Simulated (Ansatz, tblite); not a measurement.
# HgBr2: which spin state is lowest

Aim: set other spin states of HgBr2 against its singlet, on many levels of theory.

Computed with Ansatz 0.2.0, Gaussian basis. Level: as each input shows.

Levels to be run: triplet, at the geometry of the singlet (GFN1-xTB, GFN2-xTB, PBE0-D4/def2-TZVP, PBE-D4/def2-TZVP, r2SCAN-D4/def2-TZVP); the singlet's energies come from earlier runs.

4 further runs of the same task are left out: 4 that didn't finish.

### 1 The geometry

The singlet was relaxed beforehand with PBE-D4/def2-TZVP.

3 atoms, charge 0, spin multiplicity 1.

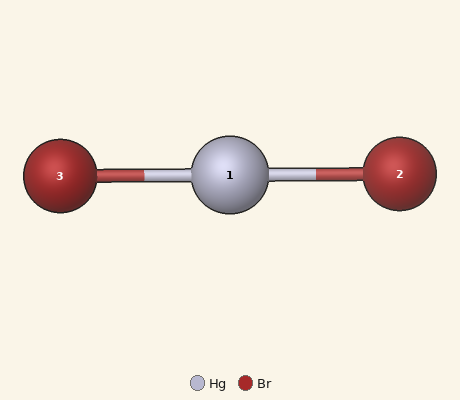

The structure; mercury light grey, bromine red; atoms are numbered from 1 in the order of the file.

Hg takes a core potential in the def2 sets. No spin-orbit coupling is included.

### 2 Triplet at the fixed geometry, GFN1-xTB

Tight binding, by tblite at 300 K electronic temperature and without a spin-polarisation term:

```python
tblite.interface.Calculator('GFN1-xTB', numbers, positions, charge=0, uhf=2).singlepoint()
```

Energy -231.5274 eV; 0.002 s.

### 3 Triplet at the fixed geometry, GFN2-xTB

Tight binding, by tblite at 300 K electronic temperature and without a spin-polarisation term:

```python
tblite.interface.Calculator('GFN2-xTB', numbers, positions, charge=0, uhf=2).singlepoint()
```

Energy -241.1634 eV; 0.002 s.

### 4 Triplet at the fixed geometry, PBE0-D4/def2-TZVP

File in.yaml:

```yaml
crystal:
  periodic: [false, false, false]
  atoms:
    - {symbol: Hg, position_ang: [-0.000009, -0.000006, -0.000002]}
    - {symbol: Br, position_ang: [-0.017079, -0.021383, 2.415800]}
    - {symbol: Br, position_ang: [0.017088, 0.021388, -2.415807]}
basis:
  gaussian: {orbitals: def2-TZVP}
magnetization: {spin_polarized: true, initial_magnetization: 2}
hamiltonian: {xc: pbe0, dispersion: d4}
scf: {omitted_lower_state_checks: [starts]}
output: {orbitals: {seedname: orbitals}}
```

The run is started by

```console
> ansatz run in.yaml --threads 2 --pin off --events-out ev --progress --plain --max-ram 4352MiB
```

The log of the run:

```text
Functional definition: PBE0
  name "PBE0"
  cite "Adamo & Barone, J. Chem. Phys. 110, 6158 (1999) doi:10.1063/1.478522"
  cite "Perdew, Burke & Ernzerhof, Phys. Rev. Lett. 77, 3865 (1996) doi:10.1103/PhysRevLett.77.3865"
  parent pbe
  parameter a = 0.25
  parameter kappa = 0.804
  parameter beta = 0.06672455060314922
  exchange = (1 - a)*pbe_x(kappa = kappa, mu = beta*pi^2/3) + a*exact_x
  correlation = pbe_c(beta = beta)
these checks for a lower state are left out or cut short: starts
1017 factors; integrals over basis functions are off by at most 8.9e-4 eV
mean field evaluation 1: about -144250.4429 eV, gradient 1.3e1 eV
mean field evaluation 2: about -144249.9767 eV, gradient 1.7e1 eV
mean field evaluation 4: about -144251.1932 eV, gradient 1.3e0 eV
mean field evaluation 8: about -144251.3403 eV, gradient 2.0e-2 eV
mean field evaluation 16: about -144251.3404 eV, gradient 1.5e-5 eV
mean field -144251.34035840 eV, -5301.1389811010 hartree, gradient 3.8e-6 eV, S^2 2.007691; 0 other end points of the search recorded, 0 dependent functions left out
reference -144251.34038482 eV, -5301.1389820717 hartree; 46, 44 occupied and 93, 95 virtual orbitals, 1017 factors
Total energy: -144251.41671061 eV, -5301.1417869930 hartree
Checks for a lower state left out: starts
```

Run time: 45 s. Hardware: 2 threads of Arm Neoverse V2, shared host; peak memory 0.74 GiB.

From the report: HOMO -4.37 eV, LUMO -6.79 eV (over both spins; with the spin held, an empty level of the minority spin lies below the top filled one); ⟨S²⟩ 2.008 (pure: 2.00).

### 5 Triplet at the fixed geometry, PBE-D4/def2-TZVP

start.molden holds the orbitals of an earlier run on this state, given as this run's starting guess.

in.yaml: that of step 4 with these lines changed.

```diff
@@ -7,5 +7,5 @@
 basis:
-  gaussian: {orbitals: def2-TZVP}
+  gaussian: {orbitals: def2-TZVP, initial_orbitals: start.molden}
 magnetization: {spin_polarized: true, initial_magnetization: 2}
-hamiltonian: {xc: pbe0, dispersion: d4}
+hamiltonian: {xc: pbe, dispersion: d4}
 scf: {omitted_lower_state_checks: [starts]}
```

The command is unchanged.

The log of the run:

```text
Functional definition: PBE
  name "PBE"
  cite "Perdew, Burke & Ernzerhof, Phys. Rev. Lett. 77, 3865 (1996) doi:10.1103/PhysRevLett.77.3865"
  parent pbe
  parameter kappa = 0.804
  parameter beta = 0.06672455060314922
  exchange = pbe_x(kappa = kappa, mu = beta*pi^2/3)
  correlation = pbe_c(beta = beta)
these checks for a lower state are left out or cut short: starts
1142 factors; their error is unknown
mean field evaluation 1: about -144247.9139 eV, gradient 8.7e0 eV
mean field evaluation 2: about -144248.0201 eV, gradient 1.6e-1 eV
mean field evaluation 4: about -144247.9670 eV, gradient 8.1e-4 eV
mean field evaluation 8: about -144247.9670 eV, gradient 8.5e-6 eV
mean field -144247.96704536 eV, -5301.0150141330 hartree, gradient 3.7e-6 eV, S^2 2.002152; 0 other end points of the search recorded, 0 dependent functions left out
reference -144247.96708050 eV, -5301.0150154246 hartree; 46, 44 occupied and 93, 95 virtual orbitals, 1142 factors
Total energy: -144248.05549175 eV, -5301.0182644781 hartree
Checks for a lower state left out: starts
```

Run time: 21 s. Hardware: 2 threads of Arm Neoverse V2, shared host.

Report: HOMO -3.58 eV, LUMO -7.20 eV (over both spins; with the spin held, an empty level of the minority spin lies below the top filled one); ⟨S²⟩ 2.002 (pure: 2.00).

### 6 Triplet at the fixed geometry, r2SCAN-D4/def2-TZVP

in.yaml: that of step 5 with these lines changed.

```diff
@@ -9,3 +9,3 @@
 magnetization: {spin_polarized: true, initial_magnetization: 2}
-hamiltonian: {xc: pbe, dispersion: d4}
+hamiltonian: {xc: r2scan, dispersion: d4}
 scf: {omitted_lower_state_checks: [starts]}
```

The command is unchanged.

The log of the run:

```text
Functional definition: r2SCAN
  name "r2SCAN"
  cite "Furness, Kaplan, Ning, Perdew & Sun, J. Phys. Chem. Lett. 11, 8208 (2020) doi:10.1021/acs.jpclett.0c02405"
  cite "Furness, Kaplan, Ning, Perdew & Sun, J. Phys. Chem. Lett. 11, 9248 (2020) doi:10.1021/acs.jpclett.0c03077"
  parent r2scan
  parameter k0 = 0.174
  parameter k1 = 0.065
  parameter a1 = 4.9479
  exchange = r2scan_x(k0 = k0, k1 = k1, a1 = a1)
  correlation = r2scan_c
these checks for a lower state are left out or cut short: starts
1142 factors; their error is unknown
mean field evaluation 1: about -144268.8827 eV, gradient 6.8e0 eV
mean field evaluation 2: about -144268.9383 eV, gradient 1.1e-1 eV
mean field evaluation 4: about -144268.8850 eV, gradient 4.7e-4 eV
mean field evaluation 8: about -144268.8850 eV, gradient 1.3e-5 eV
mean field -144268.88495409 eV, -5301.7837331005 hartree, gradient 1.9e-6 eV, S^2 2.005050; 0 other end points of the search recorded, 0 dependent functions left out
reference -144268.88496726 eV, -5301.7837335845 hartree; 46, 44 occupied and 93, 95 virtual orbitals, 1142 factors
Total energy: -144268.90322277 eV, -5301.7844044619 hartree
Checks for a lower state left out: starts
```

Run time: 33 s. Hardware: 2 threads of Arm Neoverse V2, shared host.

HOMO -3.72 eV, LUMO -7.30 eV (over both spins; with the spin held, an empty level of the minority spin lies below the top filled one); ⟨S²⟩ 2.005 (pure: 2.00).

### 7 Triplet less singlet, vertical

The singlet's energies are those of its earlier runs, whose logs aren't repeated here.

| level | triplet less singlet, vertical (kJ/mol) | time |
| --- | --- | --- |
| GFN1-xTB | +497.5 | 0.005 s |
| GFN2-xTB | +448.1 | 0.004 s |
| PBE-D4/def2-TZVP | +351.8 | 23 s |
| r2SCAN-D4/def2-TZVP | +371.4 | 40 s |
| PBE0-D4/def2-TZVP | +395.0 | 49 s |

Times add the two runs; a level without a time comes out of a correlated run. Tight binding without a spin term can't rank spin states.

### 8 Results

| quantity | value |
| --- | --- |
| triplet less singlet, vertical, functionals in def2-TZVP | +351.8 (PBE-D4) to +395.0 kJ/mol (PBE0-D4) |

In words: All functionals put the triplet above the singlet, over a spread of 43.3 kJ/mol. The checks for a lower triplet were left out, so another state of that spin may lie lower. These are electronic energies, without zero-point motion, entropy or surroundings. Spin-orbit coupling is left out too; for so heavy a metal it can shift spin gaps by tenths of an eV.
